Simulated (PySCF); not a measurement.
SMILES C#C/C=[CH]\[GeH3] (C₄H₆Ge) at its GFN2-xTB optimised geometry (Å):

```
11

C      1.6768    -1.4739    -0.0001
C      0.4745    -1.4779     0.0000
C     -0.9335    -1.4779     0.0000
C     -1.6461    -0.3485     0.0000
Ge    -0.8383     1.4199     0.0001
H      2.7262    -1.4827    -0.0003
H     -1.4034    -2.4564     0.0000
H     -2.7262    -0.4193     0.0000
H     -1.9156     2.4564     0.0010
H      0.0185     1.6346     1.2033
H      0.0176     1.6351    -1.2035
```

Level of theory: B3LYP/def2-TZVP (PySCF 2.14.0).

Map of the HOMO amplitude (bohr^(-3/2)) on the plane z = 0.6 Å; orbital energy -7.04 eV, overall sign arbitrary:

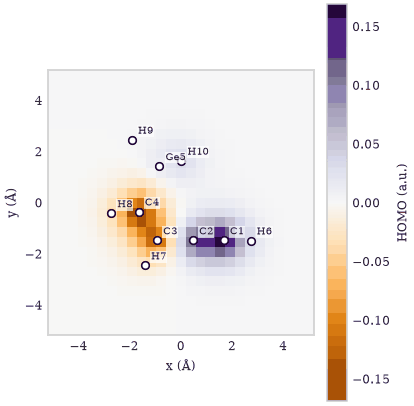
Fig. 1. HOMO amplitude (bohr^(-3/2)) on the plane z = 0.6 Å.
